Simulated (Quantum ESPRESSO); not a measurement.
# CaCu2O3: parallel and opposed starts, part 2 of 2

Aim: find out which collinear order of CaCu2O3 costs least.

Quantum ESPRESSO 7.5; LDA; plane waves with GBRV 1.5 LDA potentials, no spin-orbit coupling.

So far: Starting point; Start 1: ferro ++++.

## (3) Run 2 (antiferro +−+−)

Contents of pw.in:

```
&CONTROL
  calculation = 'scf'
  prefix = 'pwscf'
  outdir = './tmp'
  pseudo_dir = './pseudo'
  disk_io = 'nowf'
/
&SYSTEM
  ibrav = 0
  nat = 12
  ntyp = 4
  ecutwfc = 40
  ecutrho = 280
  nbnd = 83
  occupations = 'smearing'
  smearing = 'fd'
  degauss = 0.00367493
  nspin = 2
  starting_magnetization(1) = 0
  starting_magnetization(2) = 0.0526
  starting_magnetization(3) = -0.0526
  starting_magnetization(4) = 0
/
&ELECTRONS
  conv_thr = 2.4d-08
  electron_maxstep = 150
  mixing_beta = 0.3
/
ATOMIC_SPECIES
Ca     40.0780 ca_lda_v1.uspp.F.UPF
Cu1    63.5460 cu_lda_v1.2.uspp.F.UPF
Cu2    63.5460 cu_lda_v1.2.uspp.F.UPF
O      15.9990 o_lda_v1.2.uspp.F.UPF
CELL_PARAMETERS angstrom
   4.1100000000    0.0000000000    0.0000000000
   0.0000000000    9.8500000000    0.0000000000
   0.0000000000    0.0000000000    3.4700000000
ATOMIC_POSITIONS crystal
Ca      0.0000000000    0.0000000000    0.6567000000
Ca      0.5000000000    0.5000000000    0.3433000000
Cu1     0.5000000000    0.8340000000    0.1534000000
Cu2     0.5000000000    0.1660000000    0.1534000000
Cu1     0.0000000000    0.3340000000    0.8466000000
Cu2     0.0000000000    0.6660000000    0.8466000000
O       0.0000000000    0.8290000000    0.1290000000
O       0.0000000000    0.1710000000    0.1290000000
O       0.5000000000    0.3290000000    0.8710000000
O       0.5000000000    0.6710000000    0.8710000000
O       0.5000000000    0.0000000000    0.4150000000
O       0.0000000000    0.5000000000    0.5850000000
K_POINTS automatic
6 2 6 0 0 0
```

Command:

```bash
> OMP_NUM_THREADS=1 mpirun -n 4 pw.x -nk 4 -in pw.in > pw.out
```

Log:

```text
[banner, memory and clock lines left out]
Program PWSCF v.7.5 starts

     Message from routine setup:
     using ibrav=0 with symmetry is DISCOURAGED, use correct ibrav instead

     bravais-lattice index     =            0
     lattice parameter (alat)  =       7.7668  a.u.
     unit-cell volume          =     947.9908 (a.u.)^3
     number of atoms/cell      =           12
     number of atomic types    =            4
     number of electrons       =       132.00
     number of Kohn-Sham states=           83
     kinetic-energy cutoff     =      40.0000  Ry
     charge density cutoff     =     280.0000  Ry
     scf convergence threshold =      2.4E-08
     mixing beta               =       0.3000
     number of iterations used =            8  plain     mixing
     Exchange-correlation= SLA  PZ   NOGX NOGC
                           (   1   1   0   0   0   0   0)

     celldm(1)=   7.766774  celldm(2)=   0.000000  celldm(3)=   0.000000
     celldm(4)=   0.000000  celldm(5)=   0.000000  celldm(6)=   0.000000

     crystal axes: (cart. coord. in units of alat)
               a(1) = (   1.000000   0.000000   0.000000 )
               a(2) = (   0.000000   2.396594   0.000000 )
               a(3) = (   0.000000   0.000000   0.844282 )

     reciprocal axes: (cart. coord. in units 2 pi/alat)
               b(1) = (  1.000000  0.000000  0.000000 )
               b(2) = (  0.000000  0.417259  0.000000 )
               b(3) = (  0.000000  0.000000  1.184438 )

     PseudoPot. # 1 for Ca read from file:
     ca_lda_v1.uspp.F.UPF
     Pseudo is Ultrasoft + core correction, Zval = 10.0

     PseudoPot. # 2 for Cu read from file:
     cu_lda_v1.2.uspp.F.UPF
     Pseudo is Ultrasoft + core correction, Zval = 19.0

     PseudoPot. # 3 for Cu read from file:
     cu_lda_v1.2.uspp.F.UPF
     Pseudo is Ultrasoft + core correction, Zval = 19.0

     PseudoPot. # 4 for O  read from file:
     o_lda_v1.2.uspp.F.UPF
     Pseudo is Ultrasoft + core correction, Zval =  6.0

     atomic species   valence    mass     pseudopotential
     Ca               10.00    40.07800     Ca( 1.00)
     Cu1              19.00    63.54600     Cu( 1.00)
     Cu2              19.00    63.54600     Cu( 1.00)
     O                 6.00    15.99900     O ( 1.00)

     Starting magnetic structure
     atomic species   magnetization
     Ca              0.000
     Cu1             0.053
     Cu2            -0.053
     O               0.000

      4 Sym. Ops. (no inversion) found ( 2 have fractional translation)

   Cartesian axes

     site n.     atom                  positions (alat units)
         1        Ca     tau(   1) = (   0.0000000   0.0000000   0.5544401  )
         2        Ca     tau(   2) = (   0.5000000   1.1982968   0.2898421  )
         3        Cu1    tau(   3) = (   0.5000000   1.9987591   0.1295129  )
         4        Cu2    tau(   4) = (   0.5000000   0.3978345   0.1295129  )
         5        Cu1    tau(   5) = (   0.0000000   0.8004623   0.7147693  )
         6        Cu2    tau(   6) = (   0.0000000   1.5961314   0.7147693  )
         7        O      tau(   7) = (   0.0000000   1.9867762   0.1089124  )
         8        O      tau(   8) = (   0.0000000   0.4098175   0.1089124  )
         9        O      tau(   9) = (   0.5000000   0.7884793   0.7353698  )
        10        O      tau(  10) = (   0.5000000   1.6081144   0.7353698  )
        11        O      tau(  11) = (   0.5000000   0.0000000   0.3503771  )
        12        O      tau(  12) = (   0.0000000   1.1982968   0.4939051  )

     number of k points=    32  Fermi-Dirac smearing, width (Ry)=  0.0037
                       cart. coord. in units 2pi/alat
        k(    1) = (   0.0000000   0.0000000   0.0000000), wk =   0.0138889
        k(    2) = (   0.0000000   0.0000000   0.1974063), wk =   0.0277778
        k(    3) = (   0.0000000   0.0000000   0.3948127), wk =   0.0277778
        k(    4) = (   0.0000000   0.0000000  -0.5922190), wk =   0.0138889
        k(    5) = (   0.0000000  -0.2086294   0.0000000), wk =   0.0138889
        [... 27 further k-points ...]

     Dense  grid:    75041 G-vectors     FFT dimensions: (  48, 100,  36)

     Smooth grid:    32451 G-vectors     FFT dimensions: (  32,  80,  27)

     Check: negative core charge=   -0.000003
     Generating pointlists ...
     new r_m :   0.2228 (alat units)  1.7302 (a.u.) for type    1
     new r_m :   0.1877 (alat units)  1.4578 (a.u.) for type    2
     new r_m :   0.1877 (alat units)  1.4578 (a.u.) for type    3
     new r_m :   0.1877 (alat units)  1.4578 (a.u.) for type    4

     Initial potential from superposition of free atoms

     starting charge     127.9905, renormalised to     132.0000
     Starting wfcs are   96 randomized atomic wfcs

     Self-consistent Calculation

     iteration #  1     ecut=    40.00 Ry     beta= 0.30
     Davidson diagonalization with overlap
     ethr =  1.00E-02,  avg # of iterations =  2.1

     total energy              =   -1957.30186950 Ry
     estimated scf accuracy    <       3.17516147 Ry

     total magnetization       =     0.00 Bohr mag/cell
     absolute magnetization    =     1.81 Bohr mag/cell

     iteration #  2     ecut=    40.00 Ry     beta= 0.30
     Davidson diagonalization with overlap
     ethr =  2.41E-03,  avg # of iterations =  2.0

     total energy              =   -1957.99074982 Ry
     estimated scf accuracy    <       0.96348944 Ry

     total magnetization       =    -0.00 Bohr mag/cell
     absolute magnetization    =     0.58 Bohr mag/cell

     [... further iterations left out ...]

     iteration # 13     ecut=    40.00 Ry     beta= 0.30
     Davidson diagonalization with overlap
     ethr =  8.33E-11,  avg # of iterations =  2.0

     total energy              =   -1958.10236850 Ry
     estimated scf accuracy    <       0.00000002 Ry

     total magnetization       =    -0.00 Bohr mag/cell
     absolute magnetization    =     0.00 Bohr mag/cell

     iteration # 14     ecut=    40.00 Ry     beta= 0.30
     Davidson diagonalization with overlap
     ethr =  1.84E-11,  avg # of iterations =  2.0

     Magnetic moment per site  (integrated on atomic sphere of radius R)
     atom   1 (R=0.223)  charge=  7.4035  magn=  0.0000
     atom   2 (R=0.223)  charge=  7.4035  magn=  0.0000
     atom   3 (R=0.188)  charge= 16.2200  magn=  0.0000
     atom   4 (R=0.188)  charge= 16.2200  magn= -0.0000
     atom   5 (R=0.188)  charge= 16.2200  magn=  0.0000
     atom   6 (R=0.188)  charge= 16.2200  magn= -0.0000
     atom   7 (R=0.188)  charge=  5.0870  magn= -0.0000
     atom   8 (R=0.188)  charge=  5.0870  magn=  0.0000
     atom   9 (R=0.188)  charge=  5.0870  magn= -0.0000
     atom  10 (R=0.188)  charge=  5.0870  magn=  0.0000
     atom  11 (R=0.188)  charge=  5.1540  magn= -0.0000
     atom  12 (R=0.188)  charge=  5.1540  magn= -0.0000

     End of self-consistent calculation

     [... lines left out ...]
     the Fermi energy is     9.8179 ev

!    total energy              =   -1958.10236851 Ry
     estimated scf accuracy    <          2.0E-09 Ry
     smearing contrib. (-TS)   =      -0.00107066 Ry
     internal energy E=F+TS    =   -1958.10129785 Ry

     The total energy is F=E-TS. E is the sum of the following terms:
     one-electron contribution =   -1464.76770660 Ry
     hartree contribution      =     796.06775308 Ry
     xc contribution           =    -219.50080828 Ry
     ewald contribution        =   -1069.90053606 Ry

     total magnetization       =    -0.00 Bohr mag/cell
     absolute magnetization    =     0.00 Bohr mag/cell

     convergence has been achieved in  14 iterations
```

Run time: 2.4 min. Hardware: 4 MPI ranks of Arm Neoverse V2, shared host; peak memory 1.2 GiB; 9.5 min of CPU time.

The spin moment in the atom's sphere vanishes on all atoms.

Numbers from this step:

```yaml
smearing_term_ts: 0.01457 eV
magnetization: 0 μB
absolute_magnetization: 0 μB
final_state: non-magnetic
```

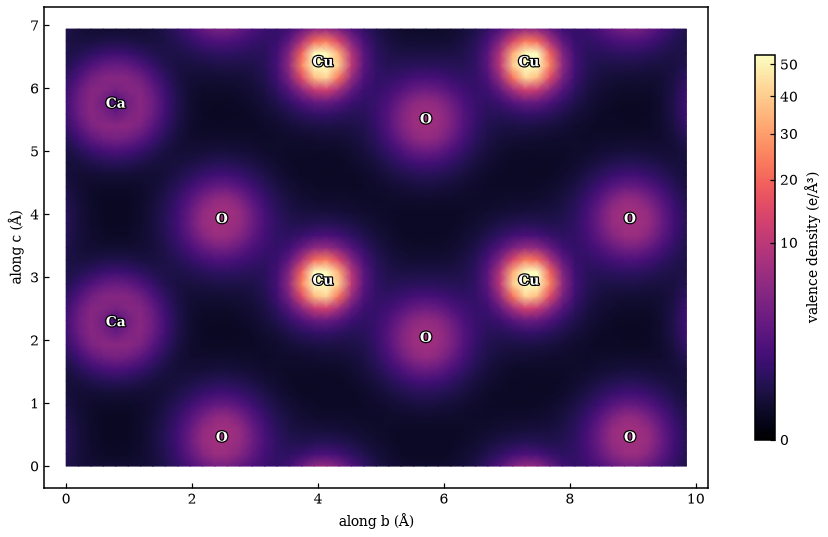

Valence density in the bc plane at fractional x = 0.000, with atoms of Ca and Cu and O within 0.2 Å of it. It is the smooth field of the valence electrons, not physical close to the nuclei. The map starts off the cell's origin, so that atoms lie inside it. The colour scale is stretched toward low values.

## (4) Run 3 (antiferro ++−−)

pw.in, as its differences from that of step 3:

```diff
@@ -41,4 +41,4 @@
 Cu1     0.5000000000    0.8340000000    0.1534000000
-Cu2     0.5000000000    0.1660000000    0.1534000000
-Cu1     0.0000000000    0.3340000000    0.8466000000
+Cu1     0.5000000000    0.1660000000    0.1534000000
+Cu2     0.0000000000    0.3340000000    0.8466000000
 Cu2     0.0000000000    0.6660000000    0.8466000000
```

Log:

```text
     [... lines left out ...]
Program PWSCF v.7.5 starts
     [... lines left out ...]
     number of atoms/cell      =           12
     [... lines left out ...]
     number of electrons       =       132.00
     number of Kohn-Sham states=           83
     kinetic-energy cutoff     =      40.0000  Ry
     charge density cutoff     =     280.0000  Ry
     scf convergence threshold =      2.4E-08
     [... lines left out ...]
      4 Sym. Ops. (no inversion) found
     [... lines left out ...]
     number of k points=    32  Fermi-Dirac smearing, width (Ry)=  0.0037
     [... lines left out ...]
     iteration # 14     ecut=    40.00 Ry     beta= 0.30
     [... lines left out ...]
     Magnetic moment per site  (integrated on atomic sphere of radius R)
     atom   1 (R=0.223)  charge=  7.4034  magn= -0.0000
     atom   2 (R=0.223)  charge=  7.4035  magn=  0.0000
     atom   3 (R=0.188)  charge= 16.2195  magn=  0.0000
     atom   4 (R=0.188)  charge= 16.2195  magn=  0.0000
     atom   5 (R=0.188)  charge= 16.2198  magn= -0.0000
     atom   6 (R=0.188)  charge= 16.2198  magn= -0.0000
     atom   7 (R=0.188)  charge=  5.0871  magn=  0.0000
     atom   8 (R=0.188)  charge=  5.0871  magn=  0.0000
     atom   9 (R=0.188)  charge=  5.0869  magn=  0.0000
     atom  10 (R=0.188)  charge=  5.0869  magn=  0.0000
     atom  11 (R=0.188)  charge=  5.1538  magn=  0.0000
     atom  12 (R=0.188)  charge=  5.1538  magn= -0.0000
     [... lines left out ...]
     the Fermi energy is     9.8179 ev
!    total energy              =   -1958.10236936 Ry
     estimated scf accuracy    <          7.6E-09 Ry
     smearing contrib. (-TS)   =      -0.00107061 Ry
     [... lines left out ...]
     total magnetization       =     0.00 Bohr mag/cell
     absolute magnetization    =     0.00 Bohr mag/cell
     convergence has been achieved in  14 iterations
```

The job ended after 2.3 min (4 MPI ranks; peak memory 1.2 GiB).

The spin moment in the atom's sphere vanishes on all atoms.

Read from the output:

```yaml
smearing_term_ts: 0.01457 eV
magnetization: 0 μB
absolute_magnetization: 0 μB
final_state: non-magnetic
```

## (5) The states side by side

An order is kept where moments of 0.15 μB or more survive with the typed signs; meshes match where a doubled cell samples the same k points as the first cell.

Orders:

```csv
start,final state,typed order kept,energy over the lowest (meV a seeded atom),largest site moment (μB),net moment (μB a cell of the first run),mesh matched,CPU time (s)
ferro ++++,non-magnetic,no,0.002916,0,0,yes,536.4
antiferro +-+-,non-magnetic,no,0.002882,0,0,yes,568.3
antiferro ++--,non-magnetic,no,0,0,0,yes,551.5
```

## (6) Summary of results

* lowest state found: non-magnetic (from ferro ++++, antiferro +-+- and antiferro ++--)
* largest site moment: 0 μB

What this shows: The lowest state carries no moment, and no start kept one. Only these 3 starts were compared; other wavevectors, canted and longer-period orders were not. No Hubbard term acts here. In such compounds local and semilocal functionals without one often delocalise the d electrons, and can shrink or lose moments and miss the size, sign and order of the couplings.

[Logs and program files are shortened in this print: banners, set-up blocks, solver, clock and traceback lines can be left out without a mark of their own.]

[Logs are printed without paths, hosts, clocks, repeated set-up lines and the standing remarks that a program may print on its own settings, such as how far it seeks lower states.]

[Hosts, paths, dates, database ids (printed as entryN), source tags and the programs' standing remarks are cut or masked in the printed files.]

[Where a cell is said to come from a database of computed structures, the database is the Materials Project.]
